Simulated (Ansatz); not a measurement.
System: BrCl2H2In.

Input file:

```
crystal:
  periodic: [false, false, false]
  atoms:
    - {symbol: In, position_ang: [-0.298424, 0.376720, -0.840743]}
    - {symbol: Br, position_ang: [0.497064, -1.025462, 1.743750]}
    - {symbol: Cl, position_ang: [0.475752, -1.348584, -2.193585]}
    - {symbol: Cl, position_ang: [-2.577561, 0.175543, -0.426903]}
    - {symbol: H, position_ang: [1.311365, 0.034086, 2.237008]}
    - {symbol: H, position_ang: [0.591803, 1.787798, -0.519528]}
basis:
  gaussian: {orbitals: def2-TZVPP}
hamiltonian: {xc: pbe0, dispersion: d4}
output: {orbitals: {seedname: orbitals}}
```

Command:

```sh
ansatz run in.yaml --threads 8 --pin off --events-out ev --progress --plain --max-ram 19148MiB
```

The product side of a reaction path; geometry: PBE0-D4/def2-TZVP; a saddle point, not a minimum; core potentials replace the inner electrons of In.

Theory: RKS PBE0-D4/def2-TZVPP (Ansatz).

What will maps of the electron density and electron localisation function show?

In–Cl (2.33 Å): ρ is about 0.59 e/Å³ halfway; the ELF peaks at about 0.80 in the valence shell of Cl, 0.8 Å from its nucleus, and drops to about 0.15 between the two atoms.
In–Br (3.05 Å): ρ is about 0.17 e/Å³ halfway; the ELF peaks at about 0.90 in the valence shell of Br, 1.0 Å from its nucleus, and drops to about 0.10 between the two atoms.

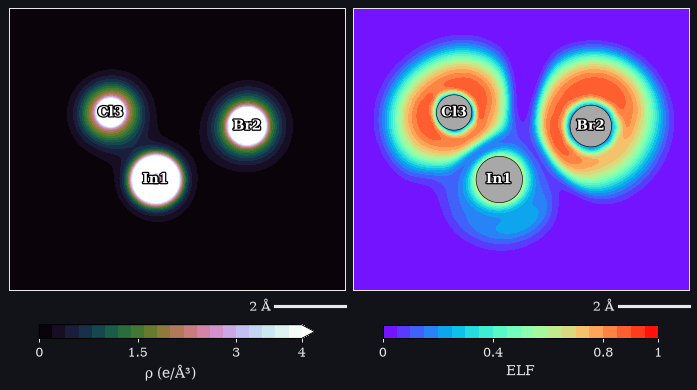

Computed electron density and electron localisation function on the plane of atoms Br2, In1 and Cl3, in this order. Grey discs cover the atomic cores in the ELF map. 
